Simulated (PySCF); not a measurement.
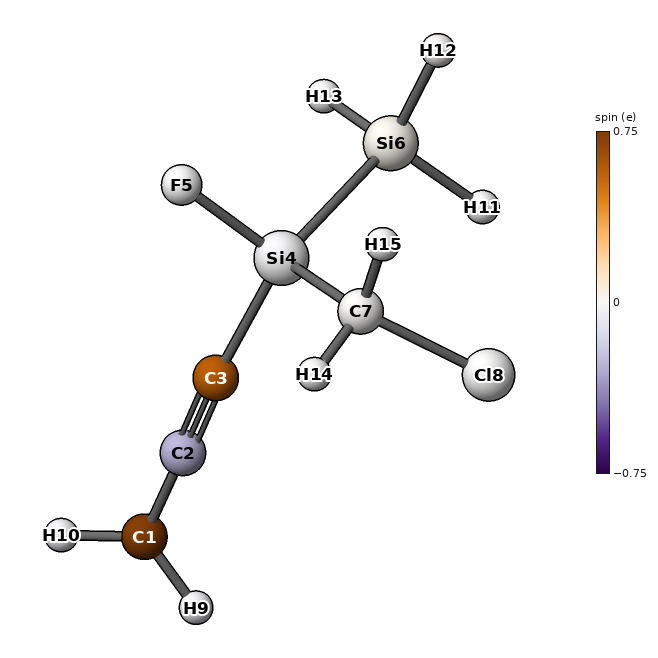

Atoms are coloured by their Mulliken spin populations. Charge 0, doublet. Computed geometry: GFN2-xTB optimisation. No frequency run is at hand to confirm it as a minimum. Level of theory: UKS B3LYP, pcH-1 on C Cl F H Si, non-relativistic (PySCF 2.14.0).

### Which atom carries the largest spin population?

C1 (0.73 e).

### Which atom has the lowest spin population?

C2 (−0.27 e); a negative value comes from spin polarisation.

List the Mulliken spin populations.

```json
{"atom": "C1", "value (e)": "0.73"}
{"atom": "C2", "value (e)": "−0.27"}
{"atom": "C3", "value (e)": "0.58"}
{"atom": "Si4", "value (e)": "−0.01"}
{"atom": "F5", "value (e)": "0.00"}
{"atom": "Si6", "value (e)": "0.02"}
{"atom": "C7", "value (e)": "0.01"}
{"atom": "Cl8", "value (e)": "0.00"}
{"atom": "H9", "value (e)": "−0.03"}
{"atom": "H10", "value (e)": "−0.03"}
{"atom": "H11", "value (e)": "0.00"}
{"atom": "H12", "value (e)": "0.01"}
{"atom": "H13", "value (e)": "0.00"}
{"atom": "H14", "value (e)": "0.00"}
{"atom": "H15", "value (e)": "0.00"}
```

Mulliken values depend strongly on the basis set. The geometry is semi-empirical. Around Si such bond lengths and angles can be off by a tenth of an ångström or more and by several degrees, and values that hang on the shape move with them.
